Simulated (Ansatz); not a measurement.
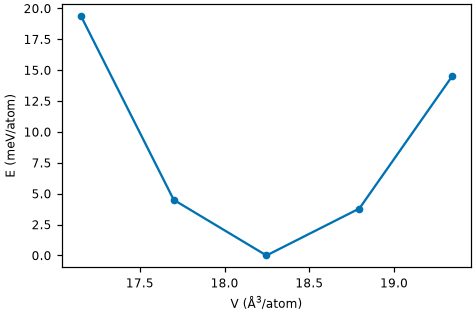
Figure. In$_{2}$TeO$_{2}$ in space group P-3m1 (No. 164; In on 2d, Te on 1b, O on 2d) under volume change, PBE (plane waves, PAW; program Ansatz), shape and atoms relaxed at each volume.

Q: What does a third-order Birch–Murnaghan fit give for V₀, B₀ and B′?

A: V₀ = 18.25 Å³/atom, B₀ = 82.0 GPa, B′ = 5.5.

The start of the workflow was typed in or built on a structure type; neither database checked (COD, Materials Project) lists it. Whether it is the stable phase at ambient conditions was not checked. Symmetry was held in the PBE relaxation; its stability against distortions is not shown here. Scalar-relativistic: spin–orbit coupling is off unless named, which matters more the heavier the elements.

Potentials: the later of the program's two PAW sets.
